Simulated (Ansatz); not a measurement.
## Electronic structure of C2H4FNSi (SMILES FC1=N[SiH2]C1) in real space

Input

```
crystal:
  periodic: [false, false, false]
  atoms:
    - {symbol: F, position_ang: [1.531090, -1.747784, 0.691667]}
    - {symbol: C, position_ang: [0.840575, -0.760029, 0.133343]}
    - {symbol: N, position_ang: [1.197753, -0.177164, -0.931596]}
    - {symbol: Si, position_ang: [-0.261065, 0.832500, -0.778196]}
    - {symbol: C, position_ang: [-0.438098, -0.267512, 0.753784]}
    - {symbol: H, position_ang: [0.008925, 2.271886, -0.551487]}
    - {symbol: H, position_ang: [-1.253122, 0.647615, -1.863437]}
    - {symbol: H, position_ang: [-1.230165, -1.016367, 0.785144]}
    - {symbol: H, position_ang: [-0.307493, 0.170655, 1.743779]}
basis:
  gaussian: {orbitals: def2-TZVPP}
hamiltonian: {xc: pbe0, dispersion: d4}
output: {orbitals: {seedname: orbitals}}
```

Command:

```sh
ansatz run in.yaml --threads 2 --pin off --events-out ev --progress --plain --max-ram 4352MiB
```

Geometry: PBE0-D4/def2-TZVP.

All numbers below come from RKS PBE0-D4/def2-TZVPP (Ansatz 0.2.0).

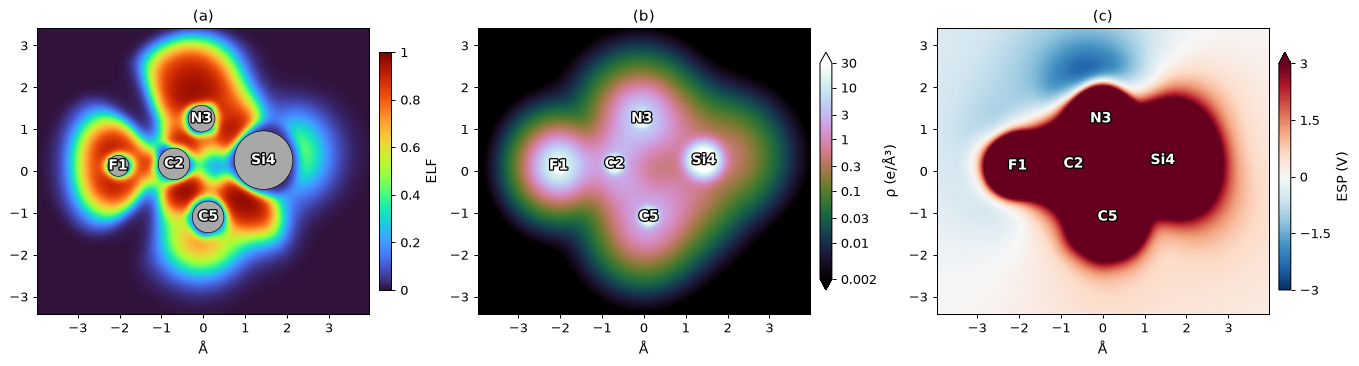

Figure 1. (a) electron localisation function; (b) total electron density; (c) electrostatic potential on the plane of atoms C2, N3 and Si4. Grey discs cover the atomic cores in the ELF map.

Q: What does the map show?

A:
- The section cuts through F, C, N and Si sites.
- C–N (1.27 Å): ρ at the midpoint is about 3 e/Å³; the ELF peaks at about 0.90 between the atoms: a multiple bond.
- C–F (1.33 Å): the density is about 2.4 e/Å³ at the midpoint; the ELF peaks at about 0.85 between the atoms (a polar covalent bond).
- C–C (1.50 Å): ρ at the midpoint is about 1.7 e/Å³; the ELF peaks at about 0.95 between the atoms (a shared electron pair).
- Si–N (1.78 Å): ρ at the midpoint is about 1.1 e/Å³; the ELF peaks at about 0.90 between the atoms; a shared but strongly polarised pair.
- C–Si (1.89 Å): ρ at the midpoint is about 0.9 e/Å³; the ELF peaks at about 0.95 between the atoms; a covalent bond.
- The ELF also peaks beside F1 and N3, away from the bonds: lone-pair regions.
- Outside the dense part of the molecule the potential is most negative (−2.4 V) near N3.

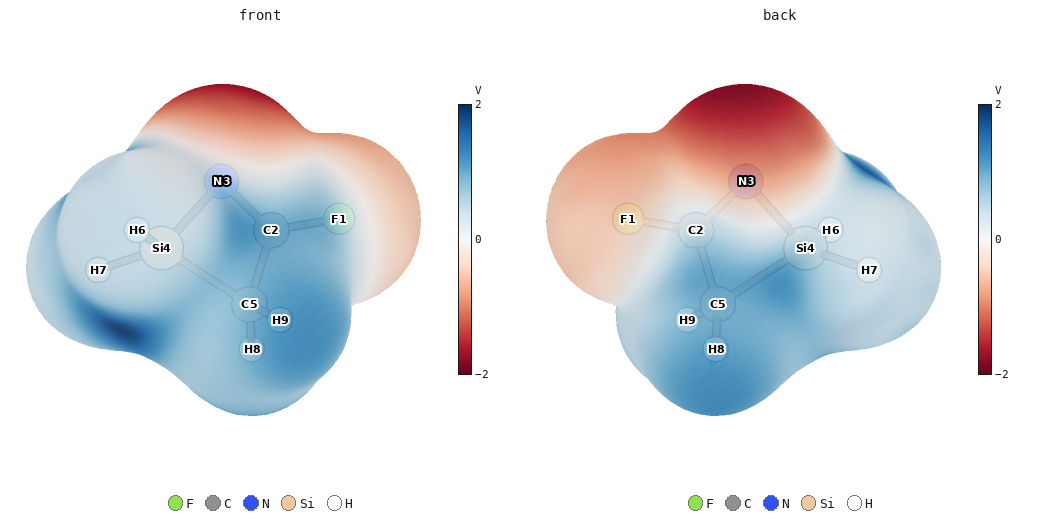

Figure 2. The electrostatic potential painted on the density surface at 0.002 e/bohr³, seen from the front and from behind; the colour scale runs from red (negative) to blue (positive).

Q: Describe the electrostatic potential map.

A: The most negative region (about −1.8 V) lies over N3, the most positive (about +1.8 V) over Si4. N3 is the likeliest acceptor of a hydrogen bond.

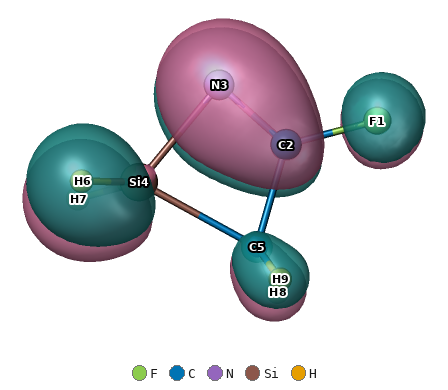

Figure 3. The HOMO−1 at ±0.1 Å⁻³ᐟ² (teal and pink are the two phases), seen at a tilt.

Q: What is the character of this orbital?

A: By Hirshfeld shares it lies mainly on N3 (about 35 %), C2 (about 20 %), Si4 (about 15 %), F1 (about 10 %), H6 (about 5 %) and H7 (about 5 %). Its energy is −8.98 eV.
